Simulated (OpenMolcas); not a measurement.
# A workflow on doublet [SiH2]+

We compute the energy (ROHF/6-31G*), then a single-point energy (CASSCF(3,3)/6-31G*), then a single-point energy (CASPT2(3,3)/6-31G*), then a single-point energy (SC-NEVPT2(3,3)/6-31G*), then a single-point energy (MRCI(3,3)/6-31G*) of doublet [SiH2]+. 

The results are computed with OpenMolcas 26.06.

1 further run of the same task is left out (set aside as unsound or not needed).

**1. The structure to begin with**

[SiH2]+: 3 atoms, total charge +1, spin state doublet. SMILES of the parent species: `[H][Si][H]`. The shape is that of a GFN2-xTB optimisation. That shape belongs to the parent species and isn't relaxed for this state.

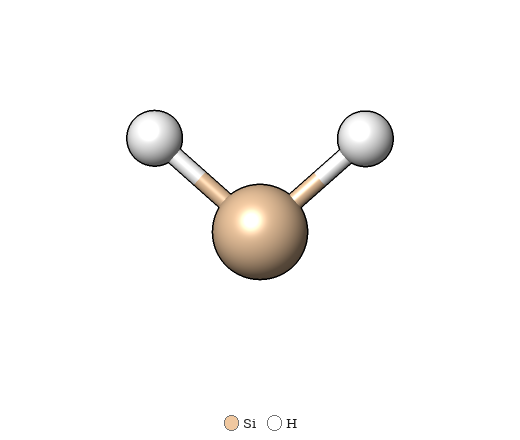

Viewed from a chosen angle; silicon light orange, hydrogen white.

**2. A single-point energy at ROHF/6-31G(d) (spherical functions) (run 1)**

step1.inp

```
>>> EXPORT MOLCAS_PRINT=2
&gateway
baslib
$CurrDir
coord
3
angstrom
Si       0.005220      -0.008160      -0.655700
H        1.110230      -0.020010       0.337410
H       -1.115450       0.028170       0.318290
basis
6-31Gs
group
NoSym
&seward
&scf
uhf
charge
1
spin
2
scramble
0.25
prorbitals
1 1
&rasscf
fileorb
$Project.UnaOrb
spin
2
nactel
1 0 0
inactive
7
ras2
1
outorbitals
Canonical
orblisting
Nothing
```

The basis set 6-31G* is read from a file made from the Basis Set Exchange's data (not shown).

Command:

```bash
$ export MOLCAS_MEM=1860
$ pymolcas step1.inp > step1.log
```

Log:

```text
--- Start Module: gateway ---
[...]
--- Stop Module: gateway /rc=_RC_ALL_IS_WELL_ ---
[...]
      Basis functions           22
[...]
--- Start Module: scf ---
[...]
       Convergence after  15 Iterations
[...]
::    Total SCF energy                               -289.6973395893
[...]
      Total spin, S                                     0.5024353757
[...]
--- Stop Module: scf /rc=_RC_ALL_IS_WELL_ ---
--- Start Module: rasscf ---
[...]
      Number of active orbitals                  1
[...]
      Spin quantum number                      0.5
[...]
      Active orbitals                            1
[...]
      Number of CSFs                             1
[...]
      Number of root(s) required                 1
[...]
      Convergence after  7 iterations
[...]
      printout of CI-coefficients larger than  0.05 for root  1
      energy=    -289.695839
      conf/sym  1     Coeff  Weight
             1  u   1.00000 1.00000
      Natural orbitals and occupation numbers for root  1
      sym 1:   1.000000
      ************************************************************************************************************************
      *                                                    Final results                                                     *
[...]
::    RASSCF root number  1 Total energy:   -289.69583934
[...]
      Total electronic charge=   15.000000
      Total            charge=    1.000000
[...]
      Dipole Moment (debye):
      Origin of the operator (angstrom)=    0.0047   -0.0073   -0.5896
                   X=  3.9685E-03               Y= -6.4728E-03               Z= -5.2111E-01           Total=  5.2116E-01
      Center of Charge (angstrom)
[...]
--- Stop Module: rasscf /rc=_RC_ALL_IS_WELL_ ---
[...]
```

It took 2 s on 1 thread of Arm Neoverse V2, shared host; peak memory 0.37 GiB.

**3. The energy at CASSCF(3,3)/6-31G(d) (spherical functions) (run 2)**

step2.input

```
&gateway
  baslib = $CurrDir
  coord
  3
  angstrom
  Si       0.005220      -0.008160      -0.655700
  H        1.110230      -0.020010       0.337410
  H       -1.115450       0.028170       0.318290
  basis = 6-31Gs
  group = NoSym

&seward

&rasscf
  fileorb = $CurrDir/step1.RasOrb
  spin = 2
  nactel = 3 0 0
  inactive = 6
  ras2 = 3
  orblisting = Nothing
  orbappear = Compact
```

The basis set 6-31G* is read from a file made from the Basis Set Exchange's data (not shown).

Command:

```bash
$ export MOLCAS_MEM=1860
$ pymolcas step2.input > step2.log
```

Log:

```text
--- Start Module: gateway ---
[...]
--- Stop Module: gateway /rc=_RC_ALL_IS_WELL_ ---
--- Start Module: seward ---
[...]
      Basis functions           22
--- Stop Module: seward /rc=_RC_ALL_IS_WELL_ ---
--- Start Module: rasscf ---
[...]
      Number of active orbitals                  3
[...]
      Spin quantum number                      0.5
[...]
      Active orbitals                            3
[...]
      Number of CSFs                             8
[...]
      Number of root(s) required                 1
[...]
      Convergence after 39 iterations
[...]
      printout of CI-coefficients larger than  0.05 for root  1
      energy=    -289.711655
      conf/sym  111     Coeff  Weight
             1  2u0   0.99366 0.98735
             5  02u  -0.05110 0.00261
             8  0u2   0.09042 0.00818
      Natural orbitals and occupation numbers for root  1
      sym 1:   1.976599   1.001737   0.021664
      ************************************************************************************************************************
      *                                                    Final results                                                     *
[...]
::    RASSCF root number  1 Total energy:   -289.71165535
[...]
      Total electronic charge=   15.000000
      Total            charge=    1.000000
[...]
      Dipole Moment (debye):
      Origin of the operator (angstrom)=    0.0047   -0.0073   -0.5896
                   X=  5.1949E-02               Y= -6.7050E-03               Z= -4.5524E-01           Total=  4.5824E-01
      Center of Charge (angstrom)
[...]
--- Stop Module: rasscf /rc=_RC_ALL_IS_WELL_ ---
[...]
```

Wall time 2.1 s (1 thread of Arm Neoverse V2, shared host); peak memory 0.37 GiB.

**4. The energy at CASPT2(3,3)/6-31G(d) (spherical functions) (run 3)**

step3.input

```
* H2Si CASPT2

&GATEWAY
 BasLib=$CurrDir
 Coord
 3
 angstrom
 Si       0.005220      -0.008160      -0.655700
 H        1.110230      -0.020010       0.337410
 H       -1.115450       0.028170       0.318290
 Basis=6-31Gs
 Group=NoSym

&SEWARD

&RASSCF
 FileOrb=$CurrDir/step2.RasOrb
 Spin=2
 Nactel=3 0 0
 Inactive=6
 Ras2=3
 OrbListing=Nothing
 OrbAppear=Compact

&CASPT2
 Imaginary=0.1
 Frozen=5
```

The basis set 6-31G* is read from a file made from the Basis Set Exchange's data (not shown).

Command:

```bash
$ export MOLCAS_MEM=1860
$ pymolcas step3.input > step3.log
```

Log:

```text
--- Start Module: gateway ---
[...]
--- Stop Module: gateway /rc=_RC_ALL_IS_WELL_ ---
[...]
      Basis functions           22
[...]
--- Start Module: rasscf ---
[...]
      Number of active orbitals                  3
[...]
      Spin quantum number                      0.5
[...]
      Active orbitals                            3
[...]
      Number of CSFs                             8
[...]
      Number of root(s) required                 1
[...]
      Convergence after  4 iterations
[...]
      printout of CI-coefficients larger than  0.05 for root  1
      energy=    -289.711655
      conf/sym  111     Coeff  Weight
             1  2u0   0.99366 0.98735
             5  02u  -0.05110 0.00261
             8  0u2   0.09042 0.00818
      Natural orbitals and occupation numbers for root  1
      sym 1:   1.976599   1.001737   0.021665
      ************************************************************************************************************************
      *                                                    Final results                                                     *
[...]
::    RASSCF root number  1 Total energy:   -289.71165535
[...]
      Total electronic charge=   15.000000
      Total            charge=    1.000000
[...]
      Dipole Moment (debye):
      Origin of the operator (angstrom)=    0.0047   -0.0073   -0.5896
                   X=  5.1961E-02               Y= -6.7137E-03               Z= -4.5522E-01           Total=  4.5822E-01
      Center of Charge (angstrom)
[...]
--- Stop Module: rasscf /rc=_RC_ALL_IS_WELL_ ---
--- Start Module: caspt2 ---
[...]
 ###    WARNING: User changed nr of frozen orbitals.                         ###
 ###############################################################################
[...]
      E2 (Variational):          -0.0379696264
      Total energy:            -289.7496249730
[...]
      Reference weight:           0.98143
[...]
::    CASPT2 Root  1     Total energy:   -289.74962497
[...]
--- Stop Module: caspt2 /rc=_RC_ALL_IS_WELL_ ---
[...]
```

Wall time 1.5 s (1 thread of Arm Neoverse V2, shared host); peak memory 0.37 GiB.

**5. The energy at SC-NEVPT2(3,3)/6-31G(d) (spherical functions) (run 4)**

step4.input

```
* H2Si NEVPT2
&GATEWAY
BASLIB=$CurrDir
COORD
3
angstrom
Si       0.005220      -0.008160      -0.655700
H        1.110230      -0.020010       0.337410
H       -1.115450       0.028170       0.318290
BASIS=6-31Gs
GROUP=NoSym
&SEWARD
&RASSCF
FILEORB=$CurrDir/step2.RasOrb
SPIN=2
NACTEL=3 0 0
INACTIVE=6
RAS2=3
ORBLISTING=Nothing
ORBAPPEAR=Compact
&CASPT2
SC-NEVPT2
FROZEN=5
```

The basis set 6-31G* is read from a file made from the Basis Set Exchange's data (not shown).

Command:

```bash
$ export MOLCAS_MEM=1860
$ pymolcas step4.input > step4.log
```

Log:

```text
--- Start Module: gateway ---
[...]
--- Stop Module: gateway /rc=_RC_ALL_IS_WELL_ ---
[...]
      Basis functions           22
[...]
--- Start Module: rasscf ---
[...]
      Number of active orbitals                  3
[...]
      Spin quantum number                      0.5
[...]
      Active orbitals                            3
[...]
      Number of CSFs                             8
[...]
      Number of root(s) required                 1
[...]
      Convergence after  4 iterations
[...]
      printout of CI-coefficients larger than  0.05 for root  1
      energy=    -289.711655
      conf/sym  111     Coeff  Weight
             1  2u0   0.99366 0.98735
             5  02u  -0.05110 0.00261
             8  0u2   0.09042 0.00818
      Natural orbitals and occupation numbers for root  1
      sym 1:   1.976599   1.001737   0.021665
      ************************************************************************************************************************
      *                                                    Final results                                                     *
[...]
::    RASSCF root number  1 Total energy:   -289.71165535
[...]
      Total electronic charge=   15.000000
      Total            charge=    1.000000
[...]
      Dipole Moment (debye):
      Origin of the operator (angstrom)=    0.0047   -0.0073   -0.5896
                   X=  5.1961E-02               Y= -6.7137E-03               Z= -4.5522E-01           Total=  4.5822E-01
      Center of Charge (angstrom)
[...]
--- Stop Module: rasscf /rc=_RC_ALL_IS_WELL_ ---
--- Start Module: caspt2 ---
[...]
 ###    WARNING: User changed nr of frozen orbitals.                         ###
 ###############################################################################
[...]
      E2 (Variational):          -0.0361448521
[...]
      E2 (Variational):          -0.0358837545
      Total energy:            -289.7475391010
[...]
      Reference weight:           0.98322
[...]
::    SC-NEVPT2 Root  1     Total energy:   -289.74753910
[...]
--- Stop Module: caspt2 /rc=_RC_ALL_IS_WELL_ ---
[...]
```

It took 1.5 s on 1 thread of Arm Neoverse V2, shared host; peak memory 0.37 GiB.

**6. The energy at MRCI(3,3)/6-31G(d) (spherical functions) (run 5)**

step5.inp

```
* H2Si MRCI
>>> EXPORT MOLCAS_PRINT=2
&GATEWAY
BasLib=$CurrDir
Coord
3
angstrom
Si       0.005220      -0.008160      -0.655700
H        1.110230      -0.020010       0.337410
H       -1.115450       0.028170       0.318290
Basis=6-31Gs
Group=NoSym
&SEWARD
&RASSCF
FileOrb=$CurrDir/step2.RasOrb
Spin=2
Nactel=3 0 0
Inactive=6
Ras2=3
OrbListing=Nothing
OrbAppear=Compact
&MOTRA
LumOrb
Frozen=5
&GUGA
Electrons=5
Spin=2
Inactive=1
Active=3
CIAll=1
&MRCI
SDCI
```

The basis set 6-31G* is read from a file made from the Basis Set Exchange's data (not shown).

Command:

```bash
$ export MOLCAS_MEM=1860
$ pymolcas step5.inp > step5.log
```

Log:

```text
--- Start Module: gateway ---
[...]
--- Stop Module: gateway /rc=_RC_ALL_IS_WELL_ ---
[...]
      Basis functions           22
[...]
      Number of active orbitals                  3
[...]
      Spin quantum number                      0.5
[...]
      Active orbitals                            3
[...]
      Number of CSFs                             8
[...]
      Number of root(s) required                 1
[...]
      Convergence after  4 iterations
[...]
      printout of CI-coefficients larger than  0.05 for root  1
      energy=    -289.711655
      conf/sym  111     Coeff  Weight
             1  2u0   0.99366 0.98735
             5  02u  -0.05110 0.00261
             8  0u2   0.09042 0.00818
      Natural orbitals and occupation numbers for root  1
      sym 1:   1.976599   1.001737   0.021665
      ************************************************************************************************************************
      *                                                    Final results                                                     *
[...]
::    RASSCF root number  1 Total energy:   -289.71165535
[...]
      Dipole Moment (debye):
      Origin of the operator (angstrom)=    0.0047   -0.0073   -0.5896
                   X=  5.1961E-02               Y= -6.7137E-03               Z= -4.5522E-01           Total=  4.5822E-01
      Center of Charge (angstrom)
[...]
      *** WARNING: Default frozen orbitals is overwritten by user input.
      *** Default values:   2
[...]
--- Start Module: guga ---
[...]
--- Stop Module: guga /rc=_RC_ALL_IS_WELL_ ---
--- Start Module: mrci ---
[...]
       (But an ACPF correction will be computed)
       USE THE DEFAULT ACPF G-VALUE GFAC=  0.40000000000000002
[...]
                      CI ENERGY:  -289.76389852
[...]
                ACPF CORRECTION:    -0.00131545
[...]
      Total electronic charge=   15.000000
      Total            charge=    1.000000
[...]
     ACPF CORRECTION:     -0.00131545
[...]
  CI State   1     Total energy:   -289.76389852     QDav:     -0.00222985     QACPF:     -0.00131545
[...]
--- Stop Module: mrci /rc=_RC_ALL_IS_WELL_ ---
[...]
```

Run time: 1.6 s. Hardware: 1 thread of Arm Neoverse V2, shared host; peak memory 0.37 GiB.

**7. Summary of results**

| quantity | value |
| --- | --- |
| run 1, ROHF/6-31G*: total energy | -289.69584 Eh |
| run 2, CASSCF(3,3)/6-31G* | no result (a known fault or a wrong state: its values are left out) |
| run 3, CASPT2(3,3)/6-31G* | no result (a known fault or a wrong state: its values are left out) |
| run 4, SC-NEVPT2(3,3)/6-31G* | no result (a known fault or a wrong state: its values are left out) |
| run 5, MRCI(3,3)/6-31G* | no result (a known fault or a wrong state: its values are left out) |

**Reading.** 4 of the 5 runs ended normally but are set aside, since settings or state are in doubt.
